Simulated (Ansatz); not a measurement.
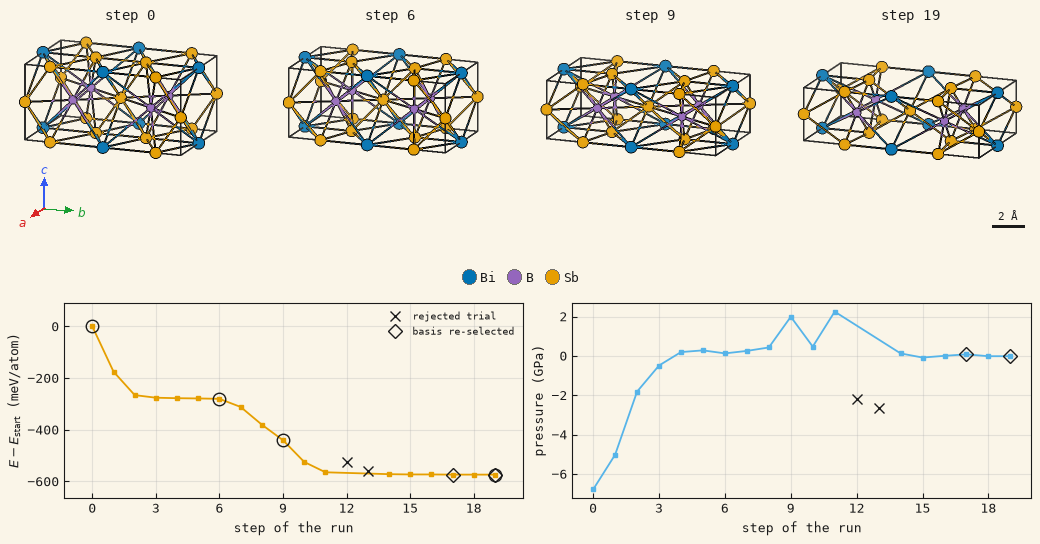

Frames of a relaxation of crystalline BiB2Sb3 (built on the CeAl2Cu3-65 type type), marked on the history of the run. Style: ball-and-stick. Shown: the conventional cell (2 times the calculation's cell), slightly off an axis. Lengths and directions refer to the drawn axes.

Method: DFT, PBEsol, plane waves, PAW in Ansatz.

Input file:
```yaml
crystal:
  lattice:
    - [3.12508182, -5.22630177, 0.0]
    - [3.12508182, 5.22630177, 0.0]
    - [0.0, 0.0, 4.88647457]
  atoms:
    - { symbol: Bi, position: [0.5, 0.5, 0.0] }
    - { symbol: B, position: [0.0, 0.5, 0.5] }
    - { symbol: B, position: [0.5, 0.0, 0.5] }
    - { symbol: Sb, position: [0.16106691, 0.83893309, 0.0] }
    - { symbol: Sb, position: [0.83893309, 0.16106691, 0.0] }
    - { symbol: Sb, position: [0.0, 0.0, 0.5] }
kpoints:
  mp_grid: { grid: [4, 4, 4] }
hamiltonian:
  xc: pbesol
scf:
  occupations: { method: fermi_dirac, width: 0.03 }
relax:
  f_tol: 0.01
  cell: {}
  max_steps: 120
```

Launched with:
```bash
ansatz run input.yaml --threads 2 --pin off --max-ram 2211MiB --backend cpu --events-out ev --progress --plain --runs-dir out
```

### Describe the path.

After 15 accepted moves (19 points after the start) the energy has fallen by 574 meV per atom. The largest force component goes from 1.2 to 0.0012 eV/Å. The pressure goes from −6.79 to −0.02 GPa. The line search rejected the trial steps at points 12, 13 of the run. The SCF was repeated twice at an unchanged geometry on a basis and grid sized afresh for the cell, which shifted the energy by 0.7 meV per atom at most. The largest moves relative to the cell, 0.85 Å, are those of Sb4 and Sb5. Sb4 goes along −b. B and Bi stay in place. The volume changes by −18.9 %, with a 6.250 → 6.446 Å (+3.1 %), b 10.453 → 11.747 Å (+12.4 %), c 4.886 → 3.419 Å (−30.0 %). Some distances before and after: Sb4–Sb5 3.367 → 5.480 Å, B2–Sb4 3.045 → 2.358 Å, Bi1–Sb4 3.550 → 4.230 Å, Bi1–Sb4 (another image) 3.543 → 3.134 Å. Among the angles between lasting bonds that change: Sb4–Sb6–Sb5 69.1° → 116.1°, Sb6–Sb5–Sb6 110.9° → 63.9°, Bi1–Sb5–Sb6 124.6° → 148.0°. The space group stays Cmmm (No. 65). From step 0 to 6: Sb atoms move most (0.43 Å), volume −18.1 %, energy −280 meV per atom. From step 6 to 9: Sb atoms move most (0.14 Å), volume −2.8 %, energy −160 meV per atom. From step 9 to 19: Sb atoms move most (0.22 Å), volume +2.0 %, energy −133 meV per atom.

```
step  E − E(0), meV/atom  largest force component, eV/Å  pressure, GPa  volume, Å³/atom                      note
   0                0.00                         1.2005          -6.79           26.603                          
   1             -175.12                         1.1732          -5.02           24.116                          
   2             -265.83                         0.1819          -1.82           22.483                          
   3             -275.89                         0.0486          -0.49           21.956                          
   4             -277.76                         0.0278           0.19           21.728                          
   5             -278.71                         0.0327           0.28           21.713                          
   6             -280.23                         0.0530           0.13           21.783                          
   7             -311.67                         0.0708           0.25           21.704                          
   8             -380.27                         0.0141           0.43           21.474                          
   9             -440.59                         0.2303           1.99           21.162                          
  10             -524.57                         0.5105           0.47           21.363                          
  11             -564.57                         0.0121           2.25           21.034                          
  12             -526.66                         0.6563          -2.17           22.563                  rejected
  13             -559.81                         0.3364          -2.65           22.239                  rejected
  14             -571.88                         0.0372           0.13           21.534                          
  15             -572.94                         0.0031          -0.09           21.555                          
  16             -572.96                         0.0015           0.00           21.536                          
  17             -573.61                         0.0009           0.08           21.536  same geometry, new basis
  18             -573.62                         0.0012          -0.02           21.575                          
  19             -573.63                         0.0012          -0.02           21.575  same geometry, new basis
```
